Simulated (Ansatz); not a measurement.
# Polymorphs of Lu

13 relaxations of Lu ended in 5 distinct structures. All values below come from PBEsol (plane waves to 420 eV, PAW, scalar-relativistic; Ansatz, a first-principles code).

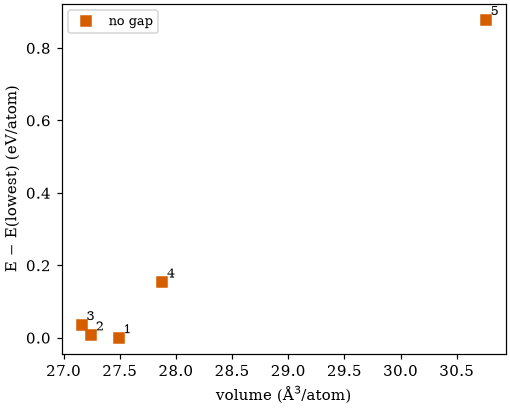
Figure. Energy against volume of the distinct structures, numbered as in the table

| # | space group | Pearson | type | E − E(lowest) (eV/atom) | V (Å³/atom) | coordination | runs ending here |
|---|---|---|---|---|---|---|---|
| 1 | P6₃/mmc | hP2 | hcp (Mg type) | 0.00 | 27.49 | Lu 12 (anticuboctahedral) | 5 |
| 2 | R-3m | hR3 | – | 0.01 | 27.25 | – | 1 |
| 3 | Fm-3m | cF4 | fcc (Cu type) | 0.04 | 27.16 | Lu 12 (cuboctahedral) | 1 |
| 4 | Im-3m | cI2 | bcc (W type) | 0.15 | 27.88 | Lu 8 (cubic)+6 | 5 |
| 5 | Pm-3m | cP1 | simple cubic type | 0.88 | 30.76 | Lu 6 (octahedral) | 1 |

Coordination numbers (neighbours up to the widest gap in distance over summed covalent radii, below 1.35; n+m marks a second, longer set). All are gapless at this level. P6₃/mmc, hP2, hcp (Mg type) is the lowest of the structures calculated here, level within the accuracy with R-3m, hR3.

Lu is taken in the hexagonal space group P6₃/mmc (No. 194), the hcp (Mg type) structure, Pearson symbol hP2. Conventional cell: a = b = 3.4451 Å, c = 5.3490 Å, α = β = 90.00°, γ = 120.00°. Lu on 2d has 12 Lu at 3.333–3.445 Å (anticuboctahedral). (Neighbours: up to the widest gap in distance over summed covalent radii, below 1.35, at either atom.)

Each run could gain symmetry but not lose that of its start, so entries can be saddle points. From databases, or of a type measured for this composition: P6₃/mmc, hP2, hcp (Mg type); R-3m, hR3; the others are generated cells (placed on structure types, drawn at random, substituted or restacked) that were not matched to a known phase here. Energies are at zero temperature and pressure, without zero-point motion. Each cell has its own k-point mesh; energy differences are given only to the digits this allows. No spin polarisation in the result.
